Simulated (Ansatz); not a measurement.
## Electronic structure of Al2H3O (SMILES [O]1[AlH][AlH2-]1) (charge −1) in real space

Input file:

```
crystal:
  periodic: [false, false, false]
  atoms:
    - {symbol: Al, position_ang: [0.299704, -0.254729, -0.889512]}
    - {symbol: Al, position_ang: [-1.049154, -0.278770, 1.237473]}
    - {symbol: O, position_ang: [-0.097743, 0.937128, 0.371676]}
    - {symbol: H, position_ang: [-1.729837, 0.305013, 2.625403]}
    - {symbol: H, position_ang: [1.808674, -0.842009, -0.981412]}
    - {symbol: H, position_ang: [-0.374794, -0.113493, -2.357646]}
basis:
  gaussian:
    orbitals: def2-TZVPD
output:
  forces: true
  orbitals: {seedname: orbitals}
total_charge: -1
hamiltonian:
  xc: pbe0
```

Launched as:

```sh
ansatz run input.yaml --threads 1 --pin off --max-ram 2610MiB --events-out events.jsonl --progress --plain --runs-dir runs
```

Geometry: PBE0-D3(BJ)/def2-SVPD.

Theory: Ansatz, isolated molecule in a Gaussian basis; Kohn-Sham density functional theory, functional PBE0.

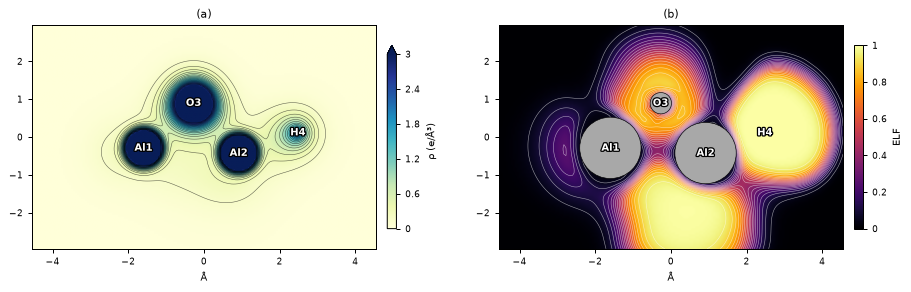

Figure 1. (a) total electron density; (b) electron localisation function on the plane of atoms Al1, O3 and Al2. Grey discs cover the atomic cores in the ELF map.

### What do the fields say about this system?

- Atoms in the plane: Al, O and H.
- Al–O (1.77 Å): ρ at the midpoint is about 0.79 e/Å³; the ELF peaks at about 0.85 in the valence shell of O, 0.6 Å from its nucleus, and is about 0.50 at the midpoint.
- Al–Al (2.52 Å): ρ is about 0.32 e/Å³ halfway; the ELF is about 0.40 at the midpoint.
- The ELF also peaks beside O3, away from the bonds: lone-pair regions.

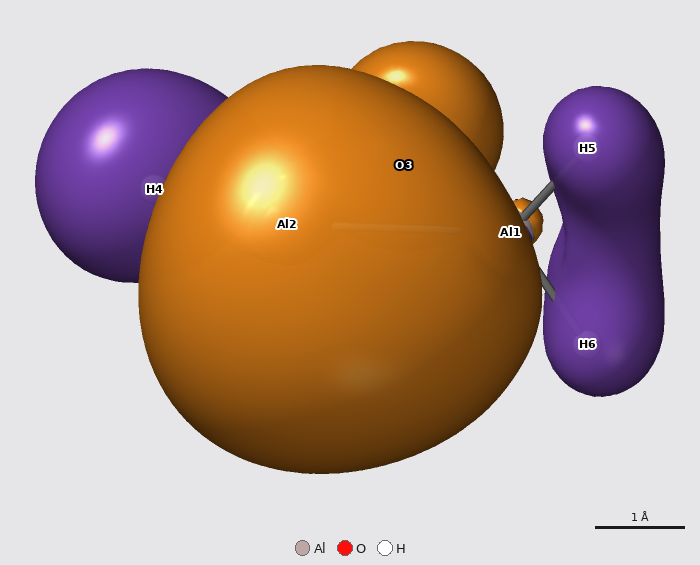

Figure 2. The HOMO at ±0.05 Å⁻³ᐟ² (orange and purple are the two phases), seen at a tilt.

### Describe this orbital and give its energy.

It lies mainly on Al2 (about 55 %), Al1 (about 20 %), O3 (about 15 %) and H4 (about 10 %). Its energy is −0.44 eV.

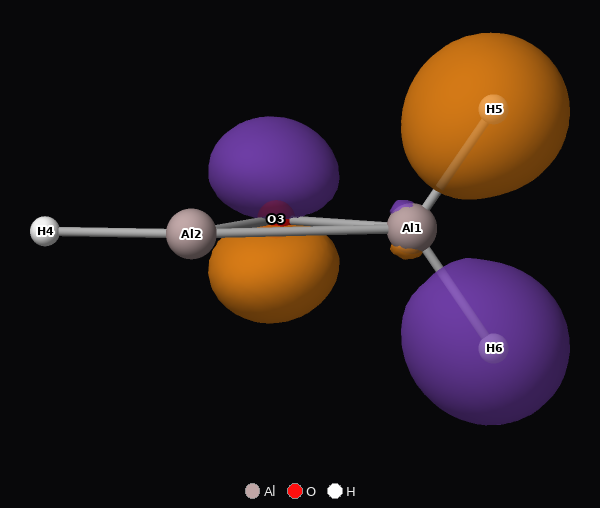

Figure 3. The HOMO−1 at ±0.15 Å⁻³ᐟ² (orange and purple are the two phases), seen at a tilt.

### What is the character of this orbital?

By Hirshfeld shares it lies mainly on O3 (about 30 %), Al1 (about 25 %), H6 (about 20 %) and H5 (about 20 %). Its energy is −3.00 eV.
